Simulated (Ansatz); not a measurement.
# What SnSe2 monolayer (2H) distorts into

Which phase does SnSe2 monolayer (2H) fall into along its unstable mode, and how much energy does it gain?

Method: DFT PBE, scalar-relativistic, plane waves, PAW; PAW set soft_1, in Ansatz 0.2.0.

## Step 1: Starting point

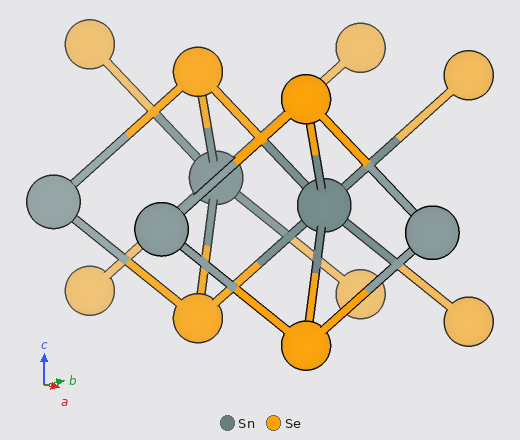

The cell as given, slightly off an axis (tin teal, selenium orange). 2×1×1 cells are drawn. Some periodic images of atoms are drawn too.

The cell holds 3 atoms: 1 Sn and 2 Se. Cell: a = 3.794 Å, b = 3.794 Å, c = 30.460 Å, α = 90.0°, β = 90.0°, γ = 120.0°. It derives from SnSe2. Vacuum lies along c.

## Step 2: The dispersion

The cell comes from relaxations at this level that are not shown. Stability and thermal properties need the whole zone. Linear response on a 3×3×1 q mesh gives force constants as far as a supercell of that size would.

File input.yaml:

```yaml
crystal:
  lattice:
    - [3.7941949, 0.0, 0.0]
    - [-1.89709745, 3.2858691703, 0.0]
    - [0.0, 0.0, 30.46]
  atoms:
    - { symbol: Sn, position: [0.3333333333, 0.6666666667, 0.3282994091] }
    - { symbol: Se, position: [0.6666666667, 0.3333333333, 0.384945277] }
    - { symbol: Se, position: [0.6666666667, 0.3333333333, 0.2716535412] }
  periodic: [true, true, false]
kpoints:
  mp_grid: { grid: [12, 12, 1] }
hamiltonian:
  xc: pbe
  pseudopotentials: { kind: paw, azcp: { folder: soft_1 } }
scf:
  occupations: { method: gaussian, width: 0.1 }
output:
  eigenvalues: true
phonons:
  method: dfpt
  qmesh: [3, 3, 1]
  temperatures: { t_max: 1000, t_step: 50 }
  qpath:
    path:
      - [0.0, 0.0, 0.0]
      - [0.5, 0.0, 0.0]
      - [0.33333333, 0.33333333, 0.0]
      - [0.0, 0.0, 0.0]
    npoints: 10
```

The run is started by

```sh
> ansatz run input.yaml --threads 4 --pin off --max-ram 16384MiB --backend cpu --events-out ev --progress --plain --runs-dir out
```

Numbers of over 12 decimals in the logs are rounded to 6 here.

The log of the run:

```text
Warning: crystal.symmetry: narrowed to the stabiliser of the run's FFT grids — unitary ops 12 → 6. A phonons.method: dfpt run fills in the rows of the dynamical matrix that it does not solve by its symmetry operations, which is exact only for operations that map its FFT grids onto themselves: filled in by any other, the frequencies could depend on the order in which like atoms are typed, or, by more than the grids' own error, on where the crystal sits among the grids' points. Excluded: 6 operations. The run can therefore solve more perturbations, solve them on more k-points, or both, and cost more. [rest of the remark cut]
Engine: ansatz 0.2.0, aarch64-unknown-linux-gnu
Pseudopotentials: kind: paw
Pseudopotential: Sn, paw, valence charge 14, recommended cutoff 420 eV (normal), soft_1/Sn.paw.azcp
Pseudopotential: Se, paw, valence charge 16, recommended cutoff 420 eV (normal), soft_1/Se.paw.azcp
Functional definition: PBE
  parameter kappa = 0.804
  parameter beta = 0.066725
  exchange = pbe_x(kappa = kappa, mu = beta*pi^2/3)
  correlation = pbe_c(beta = beta)
Crystal: 3 atoms, lattice volume = 379.752 Å³
Basis set: ecut = 420 eV, 7445 PW (Γ), exchange–correlation on 54×54×432 points (8 copies of the dense FFT grid, shifted against one another)
Bands: 28, of which v1, the nominal top of the filled ones, is band 23 counted from 1 (22 counted from 0)
Symmetry: 12 space group operations
k-points: 19 of 144 (irreducible under 6 space group operations, time reversal used)
Non-local potential: Sn, projectors of the file, l = 0: 2, l = 1: 2, l = 2: 2, l = 3: 1
Non-local potential: Se, projectors of the file, l = 0: 2, l = 1: 2, l = 2: 3, l = 3: 1
PAW form: soft (Blöchl's): semilocal exchange-correlation on the pseudo side does not see the compensation charge
PAW one-centre angular grid: Sn, 590 points (default); XC on 64 Gauss nodes
PAW one-centre angular grid: Se, 590 points (default); XC on 64 Gauss nodes
Initial density: superposition of atomic densities (neutral atoms: chi_scale 0, normalization atom)
Initial wavefunctions: pseudopotential atomic-orbital guess
Functional: x = pbe(κ = 0.804, μ = 0.219515), c = pbe(β = 0.066725)
iter 1 solved again at ethr=2.96e-3 eV; its pass at ethr=3.10e-3 eV (dr2=1.36e0 eV) is discarded
SCF iter   1: F=—  HF=-16963.075067 eV  |F-HF|=—  |Δ(HF+E_count)|=         —  Δρ=1.40e-2  dr2=1.38e0  ethr=2.96e-3  ⟨swp⟩=1.1  Hψ=4119  notcnv=0
preconditioner: auto → Resta (q_TF=auto, 1.919 Å⁻¹)  ε∞=1.6  [insulator: Δε(μ)=0.372 eV  Ē_g=9.545 eV  σ=0.100 eV  W_gap=0.99  n_scr=24 (ndim 8)  ℏωp=7.6 eV  f_vac=0.762  D(μ)=0.01/eV (n_scr^D=0)  ε∞_Penn≈1.6  vacuum switching on, ρ_ref=6.6e-3 e/Å³]
SCF iter   2: F=—  HF=-16962.734681 eV  |F-HF|=—  |Δ(HF+E_count)|=   3.40e-1  Δρ=6.01e-3  dr2=2.14e-1  ethr=2.96e-3  ⟨swp⟩=4.2  Hψ=1011  notcnv=0
preconditioner: auto → LDOS  [insulator: Δε(μ)=0.145 eV  Ē_g=9.278 eV  σ=0.100 eV  W_gap=0.53  n_scr=24 (ndim 8)  ℏωp=7.6 eV  f_vac=0.764  D(μ)=0.78/eV (n_scr^D=4)  ε∞_Penn≈1.7  β→1.0]
SCF iter   3: F=—  HF=-16962.712071 eV  |F-HF|=—  |Δ(HF+E_count)|=   2.26e-2  Δρ=2.62e-3  dr2=8.26e-2  ethr=4.65e-4  ⟨swp⟩=4.2  Hψ=1423  notcnv=0  defer=15
SCF iter   4: F=—  HF=-16962.696328 eV  |F-HF|=—  |Δ(HF+E_count)|=   1.57e-2  Δρ=6.95e-4  dr2=4.09e-3  ethr=1.79e-4  ⟨swp⟩=3.3  Hψ=850  notcnv=0  defer=15
SCF iter   5: F=—  HF=-16962.695790 eV  |F-HF|=—  |Δ(HF+E_count)|=   5.38e-4  Δρ=1.51e-4  dr2=5.40e-5  ethr=8.89e-6  ⟨swp⟩=3.2  Hψ=867  notcnv=0  defer=15
SCF iter   6: F=—  HF=-16962.695819 eV  |F-HF|=—  |Δ(HF+E_count)|=   2.87e-5  Δρ=5.21e-5  dr2=6.70e-6  ethr=1.17e-7  ⟨swp⟩=3.3  Hψ=1138  notcnv=0  defer=15
SCF iter   7: F=—  HF=-16962.695830 eV  |F-HF|=—  |Δ(HF+E_count)|=   1.06e-5  Δρ=7.16e-6  dr2=1.32e-7  ethr=1.46e-8  ⟨swp⟩=3.9  Hψ=1142  notcnv=0  defer=15
SCF iter   8: F=—  HF=-16962.695869 eV  |F-HF|=—  |Δ(HF+E_count)|=   3.90e-5  Δρ=1.65e-6  dr2=7.22e-9  ethr=2.88e-10  ⟨swp⟩=3.7  Hψ=1278  notcnv=0  defer=15
SCF iter   9: F=—  HF=-16962.695869 eV  |F-HF|=—  |Δ(HF+E_count)|=   1.85e-8  Δρ=4.58e-7  dr2=7.19e-10  ethr=1.57e-11  ⟨swp⟩=3.0  Hψ=914  notcnv=0  defer=15
SCF iter  10: F=—  HF=-16962.695869 eV  |F-HF|=—  |Δ(HF+E_count)|=  6.55e-11  Δρ=7.87e-8  dr2=2.45e-11  ethr=1.56e-12  ⟨swp⟩=3.4  Hψ=998  notcnv=0  defer=15
SCF iter  11: F=-16962.695869 eV  HF=-16962.695869 eV  |F-HF|=9.46e-11  |Δ(HF+E_count)|=  1.67e-10  Δρ=9.18e-9  dr2=4.89e-13  ethr=1.00e-12  ⟨swp⟩=18.7  Hψ=3781  notcnv=0
SCF 1 converged in 11 iterations: F = -16962.695869 eV  dr2 = 4.89e-13
  greatest PAW one-centre occupation: 1.000 electrons in one spin orbital (limit 2), on the Se atom at site 2 (counted from 0), in its partial waves of l = 2
NSCF: frozen V_eff on 19 k-points
WARN: eigensolver did not converge in 19 slots of this pass, the one above among them; of largest residual over every band (k=16): 1 band(s) unlocked (lowest unlocked band 27, counted from 0; max residual 4.32e-2 eV among the unlocked bands, 4.32e-2 eV over every band); of lowest unlocked band (k=0): band 27
NSCF: frozen V_eff on 43 k-points
DFPT response loops at q = (0, 0, 0) (fractional): preconditioner auto → none (partly filled bands, converged f_vac=0.765); β = 0.50; Broyden in place of MSR1
NSCF: frozen V_eff on 156 k-points
DFPT response loops at q = (0, 0.333333, 0) (fractional): mixed as the last ones told, above
NSCF: frozen V_eff on 156 k-points
DFPT response loops at q = (0.333333, 0.333333, 0) (fractional): mixed as the last ones told, above
SCF converged after 11 iterations
Free energy (F): -16962.695869 eV
Harris-Foulkes:  -16962.695869 eV  (|F-HF|=9.46e-11)
Internal energy: -16962.692433 eV  (E = F + TS)
E sigma→0 (E₀):  -16962.694151 eV
Entropy (-TS):   -0.003436 eV (-1.145 meV/atom)
Fermi energy:    -5.630714 eV
--- Per-component energies (eV) ---
  E_band       = -1503.643204
  E_kinetic    = 387.968728
  E_local      = -96599.422652  (includes V_loc(G=0)·N_el)
  E_nonlocal   = -563.622582
  E_hartree    = 48116.531035
  E_xc         = -294.273994
  E_vxc        = -258.680410  (∫ρ·V_xc dr)
  E_paw        = -8631.542365  (= ΣΔE_a)
  E_vpaw       = -702.947840  (= ΣTr[D̂ρ^β])
  E_aug_tail   = -0.000443  (compensation charges beyond the density's cutoff)
  E_ewald      = 40621.669842
  E_smearing   = -0.003436  (= −TS)
  E_closure    = 0.000000  (closes the sum)
  Σ components = -16962.695869   (vs F -16962.695869, Δ=0.00e0)
--- Band table (eV; the first three rows and the last of 19) ---
  k-point 0: bands = [... 19 lower, -6.4592, -6.4592, -5.6543, -5.6543, -5.1513, -2.1124, -1.5615, -1.5615, ... 1 higher]
  k-point 1: bands = [... 19 lower, -7.1121, -6.5941, -6.0575, -5.7092, -4.6856, -1.8724 (-1.8724°), -1.7108 (-1.7108°), -1.4129, ... 1 higher]
  k-point 2: bands = [... 19 lower, -7.4919, -6.9208, -6.6825, -5.8522, -4.3392, -2.3351, -1.0983 (-1.0982°), -1.0459, ... 1 higher]
  k-point 18: bands = [... 19 lower, -9.2776, -8.9907, -7.9517, -5.9865, -4.8199, -3.2363, 0.0239, 0.1388, ... 1 higher]
  ° read free of the cell's end (the report's vacuum.weakly_bound_levels)
--- Phonons (Γ-DFPT): 6 representative perturbations + reference (Σ response iterations 22) ---
  ASR residual: 9.234e-5 → 0.000e0 eV/Å²; symmetrization residual: 2.965e-5 eV/Å²
  The last average, over the group as it would stand without the narrowing to the FFT grids, took up to 6.280e-6 eV/Å² of the zone centre's force constants
  ASR residual per site (eV/Å²): 9.23e-5 1.13e-5 2.31e-5
  Γ frequencies (cm⁻¹): -85.33 -85.33 0.00 0.00 0.00 130.19 130.19 199.13 229.71
--- Phonons (arbitrary-q DFPT): 3 irreducible q on the 3×3×1 mesh ---
  q = [0.0000, 0.0000, 0.0000] (star 1, of the zone-centre solve; hermiticity 4.51e-6, symmetrization 4.15e-12, taken by the last average 4.78e-7): -85.33 -85.33 -0.00 0.00 0.00 130.19 130.19 199.13 229.71
  q = [0.0000, 0.3333, 0.0000] (star 6, 9 solved perturbations on 78 of 144 k-point pairs; hermiticity 3.45e-6, symmetrization 4.27e-10, taken by the last average 1.25e-6): -66.83 11.87 62.47 104.33 121.47 130.50 163.22 163.72 205.78
  q = [0.3333, 0.3333, 0.0000] (star 2, 6 solved perturbations in 327 linear systems a pass and spin channel, the states on 78 of 144 k-point pairs; hermiticity 4.40e-6, symmetrization 7.29e-7, taken by the last average 1.72e-6): 40.61 102.33 108.53 112.71 117.88 130.90 139.86 150.08 201.61
  sum rule: each row above includes the acoustic sum rule's correction from the zone centre's row sums; it moved no ω² by more than (0.46 cm⁻¹)²
  mesh force constants: q→R imaginary residual 0.00e0; ASR residual 9.234e-5 → 0.000e0 eV/Å²; symmetrization residual 7.994e-15 eV/Å²
  interpolated dispersion: 31 rows × 9 modes
  density of states and harmonic sums: on the 21×21×1 q-mesh, interpolated from the force constants of a 3×3×1 supercell (no non-analytic term)
  largest difference from the sums on the solved wave vectors: F 3.11e-2 eV, S 3.49e-5 and C_V 3.56e-6 eV/K
  zero-point energy: 0.059967 eV/cell   skipped modes (ω ≤ 0): 62, of them read as no rigid motion or as one in doubt: 59 (1.202e0 modes/cell left out, lowest -85.33 cm⁻¹)   left out of the sums: 1.34e-1 of the cell's modes: C_V's classical limit lies that fraction below 3 k_B per atom; for a crystal, a wire or a layer, F and S can be off by more, and a phonons.interpolated_qmesh denser along its periods is the remedy for the sampling
```

The job ended after 7.5 min (4 threads of Arm Neoverse V1, shared host; peak memory 2.3 GiB).

Numbers from this step:

| Property | Result |
| --- | --- |
| gap on the k-mesh | 0.02475 eV |
| sum-rule residual before enforcement | 9.23e-5 eV/Å² |
| lowest frequency on the path | -85.33 cm⁻¹ |
| point group | -6m2 |
| highest frequency on the path or at a solved wavevector | 229.7 cm⁻¹ |
| area per atom | 4.156 Å² |
| highest optical mode at the zone centre (no LO-TO term) | 229.7 cm⁻¹ |
| lowest optical zone-centre mode | -85.33 cm⁻¹ |
| lowest mode on the q mesh (acoustic modes at Γ apart) | -85.33 cm⁻¹ |

Frequencies (cm⁻¹) solved at each irreducible wavevector; negative means imaginary. Frequencies by wavevector, by row:

```tsv
q in reciprocal lattice units	star	mode 1	mode 2	mode 3	mode 4	mode 5	mode 6	mode 7	mode 8	mode 9
0 0 0	1	-85.3	-85.3	0	0	0	130.2	130.2	199.1	229.7
0 0.3333 0	6	-66.8	11.9	62.5	104.3	121.5	130.5	163.2	163.7	205.8
0.3333 0.3333 0	2	40.6	102.3	108.5	112.7	117.9	130.9	139.9	150.1	201.6
```

Interpolated from a 3×3×1 q mesh, without the LO-TO term. Phonon branches along the path, in cm⁻¹:

```tsv
point	branch 1	branch 2	branch 3	branch 4	branch 5	branch 6	branch 7	branch 8	branch 9
Γ	-85	-85	0	0	0	130	130	199	230
M	-57	27	69	124	128	145	151	159	209
K	41	102	108	113	118	131	140	150	202
Γ	-85	-85	0	0	0	130	130	199	230
```

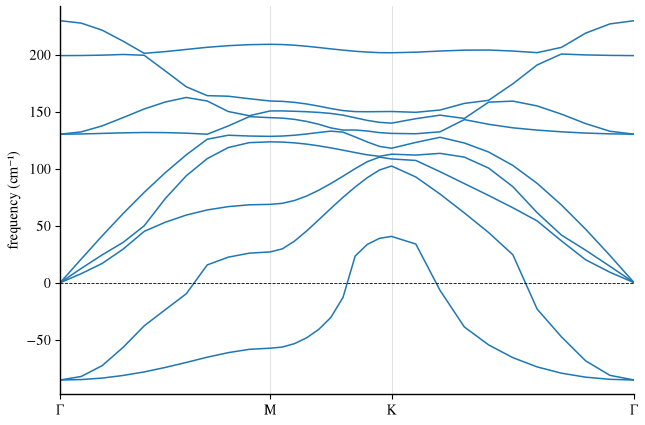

Phonon branches along the path.

Symmetry leaves 3 wavevectors to solve. The lowest mode among them, the acoustic zeros apart, lies at Γ and is imaginary, 85.3i cm⁻¹, so the energy falls along it.

## Step 3: The mode frozen in, largest atomic shift 0 Å

The mode followed lies at Γ with frequency 85.3i cm⁻¹ and is 2-fold degenerate, the softest among the wavevectors solved. At small amplitude the distorted cell has space group no. 8 by a symmetry search on the positions. The undistorted cell that holds it gives the zero of energy on the same k mesh.

input.yaml, the sections that differ from step 2:

```yaml
output:
  forces: true
  stress: true
  eigenvalues: true
# crystal, kpoints, hamiltonian, scf: as in step 2
# phonons: removed
```

The log of the run:

```text
[...]
Crystal: 3 atoms, lattice volume = 379.752 Å³
Basis set: ecut = 420 eV, 7445 PW (Γ), exchange–correlation on 54×54×432 points (8 copies of the dense FFT grid, shifted against one another)
Bands: 28, of which v1, the nominal top of the filled ones, is band 23 counted from 1 (22 counted from 0)
Symmetry: 12 space group operations
[...]
k-point 1: bands = [... 19 lower, -7.1121, -6.5941, -6.0575, -5.7092, -4.6856, -1.8724 (-1.8724°), -1.7108 (-1.7108°), -1.4129, ... 1 higher]
  k-point 2: bands = [... 19 lower, -7.4919, -6.9209, -6.6825, -5.8523, -4.3392, -2.3352, -1.0983 (-1.0983°), -1.0459, ... 1 higher]
  k-point 18: bands = [... 19 lower, -9.2776, -8.9907, -7.9517, -5.9866, -4.8199, -3.2364, 0.0239, 0.1387, ... 1 higher]
  ° read free of the cell's end (the report's vacuum.weakly_bound_levels)
[key lines of the parts left out:]
SCF converged after 8 iterations
Free energy (F): -16962.695869 eV
Fermi energy:    -5.630744 eV
P = ½ c Tr σ = 0.0019 N/m
```

Wall time 5.9 s (4 threads); peak memory 0.67 GiB.

Numbers from this step:

```
gap on the k-mesh                : 0.02474 eV
energy from the undistorted cell : 0 meV/atom
```

## Step 4: The mode frozen in, largest atomic shift 0.32 Å

The atoms are moved along the unstable eigenvector, the largest shift by 0.32 Å, with the cell fixed.

input.yaml, the sections that differ from step 3:

```yaml
crystal:
  lattice:
    - [3.7941949, 0.0, 0.0]
    - [-1.89709745, 3.2858691703, 0.0]
    - [0.0, 0.0, 30.46]
  atoms:
    - { symbol: Sn, position: [0.3333333333, 0.6666666667, 0.3282994091] }
    - { symbol: Se, position: [0.7153600235, 0.430720047, 0.384945277] }
    - { symbol: Se, position: [0.6179733098, 0.2359466197, 0.2716535412] }
  periodic: [true, true, false]
# kpoints, hamiltonian, scf, output: as in step 3
```

The log of the run:

```text
[...]
Crystal: 3 atoms, lattice volume = 379.752 Å³
Basis set: ecut = 420 eV, 7445 PW (Γ), exchange–correlation on 54×54×432 points (8 copies of the dense FFT grid, shifted against one another)
Bands: 28, of which v1, the nominal top of the filled ones, is band 23 counted from 1 (22 counted from 0)
Symmetry: 2 space group operations
[...]
k-points: 43 of 144 (time reversal used)
[...]
k-point 1: bands = [... 19 lower, -6.7294, -6.6086, -5.9038, -5.5704, -4.4335, -2.0532, -1.2215 (-1.2215°), -1.1244, ... 1 higher]
  k-point 2: bands = [... 19 lower, -7.3524, -6.9087, -6.5026, -5.7186, -4.1731, -2.1166, -0.9371 (-0.9371°), -0.8533, ... 1 higher]
  k-point 42: bands = [... 19 lower, -9.1652, -8.8535, -7.2413, -6.1142, -4.5038, -2.6300, -0.8970, 0.3142, ... 1 higher]
  ° read free of the cell's end (the report's vacuum.weakly_bound_levels)
[key lines of the parts left out:]
SCF converged after 10 iterations
Free energy (F): -16962.800197 eV
Fermi energy:    -5.324955 eV
P = ½ c Tr σ = 1.0171 N/m
```

It took 14 s on 4 threads; peak memory 0.81 GiB; 54 s of CPU time.

Numbers from this step:

```
gap on the k-mesh                : 0.3838 eV
energy from the undistorted cell : -35.34 meV/atom
```

The energy, extrapolated to zero smearing, is -35.34 meV/atom against the undistorted cell.

## Step 5: Energy along the mode, all amplitudes (two of the runs are shown above)

An imaginary frequency means negative curvature, so the energy should fall and then rise again as anharmonic terms take over.

This step gave:

| Quantity | Value |
| --- | --- |
| depth at the lowest point sampled | 35.34 meV/atom |
| largest atomic shift at that point | 0.32 Å |

Energy from the parent against largest atomic shift:

```tsv
largest atomic shift (Å)	energy from the parent (meV/atom)
0.000	0
0.040	-1.14
0.080	-4.44
0.140	-12.4
0.220	-25.0
0.320	-35.3
0.450	-26.1
0.600	32.3
```

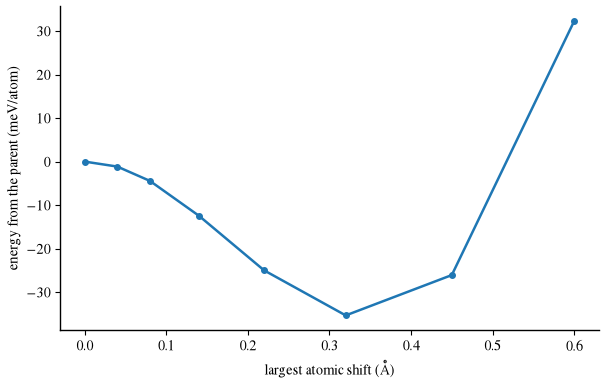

Energy from the parent against largest atomic shift.

Displacement at unit largest shift by atom:

```tsv
atom	x (Å)	y (Å)	z (Å)	size
Sn1	0.00	0.00	0.00	0.00
Se2	0.00	1.00	0.00	1.00
Se3	0.00	-1.00	0.00	1.00
```

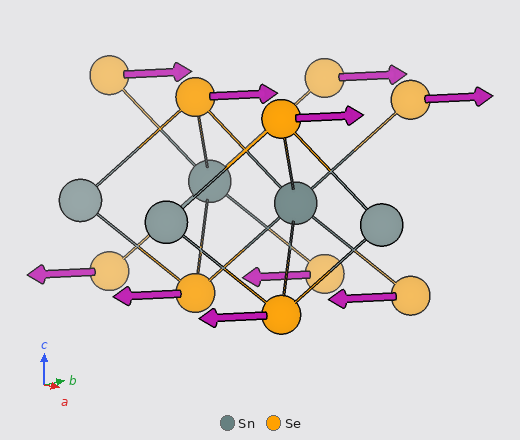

Displacement at unit largest shift as arrows, the longest 1 Å. 2×1×1 cells are drawn. Some periodic images of atoms are drawn too.

The lowest of the steps tried is at 0.32 Å, 35.3 meV/atom below the parent; the bottom of the well need not coincide with a step.

(Continued in part 2 of 3.)

[Logs are printed without paths, hosts, clocks, repeated set-up lines and the standing remarks that a program may print on its own settings, such as how far it seeks lower states.]

[Hosts, paths, dates, database ids (printed as entryN), source tags and the programs' standing remarks are cut or masked in the printed files.]
